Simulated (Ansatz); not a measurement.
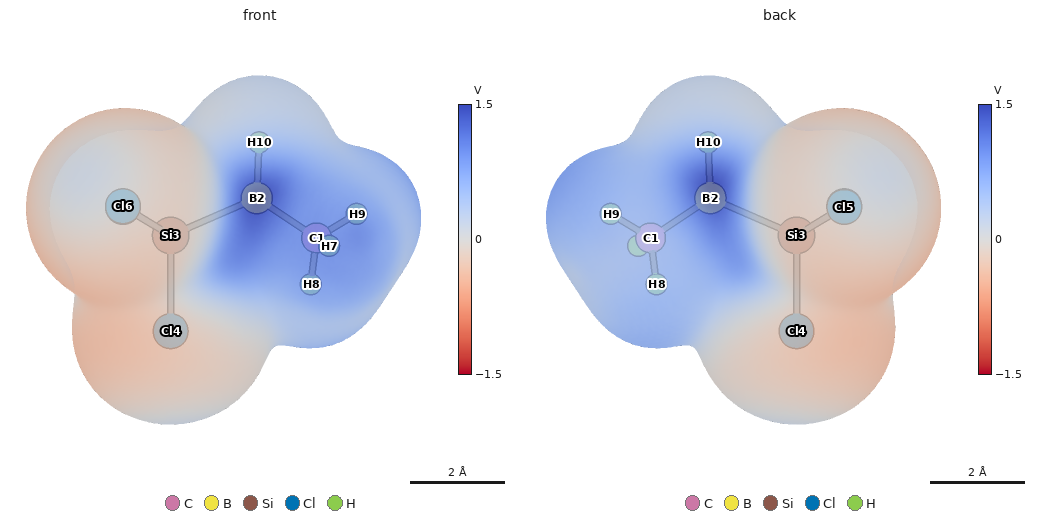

*CH4BCl3Si (SMILES CB[Si](Cl)(Cl)Cl). The electrostatic potential painted on the density surface at 0.001 e/bohr³, seen from the front and from behind; red is negative and blue positive.*

Geometry: PBE0-D4/def2-TZVP.

All numbers below come from RKS PBE0-D4/def2-TZVPP (Ansatz).

```xyz
10

C     0.3736   -1.4008    0.7312
B     0.7263    0.0210    0.2508
Si   -0.5575    1.1750   -0.7779
Cl   -2.4046    0.3237   -1.0240
Cl    0.2277    1.5073   -2.6412
Cl   -0.8318    2.9793    0.1487
H    -0.0426   -1.2167    1.7399
H    -0.4161   -1.9089    0.1758
H     1.2307   -2.0596    0.8811
H     1.7774    0.5286    0.5185
```

Q: Where is the surface potential most negative and most positive?

A: The most negative region (about −0.4 V, or −9 kcal/mol for a unit charge) lies over Cl4, Cl5 and Cl6, the most positive (about +1.4 V, or +32 kcal/mol for a unit charge) over B2.
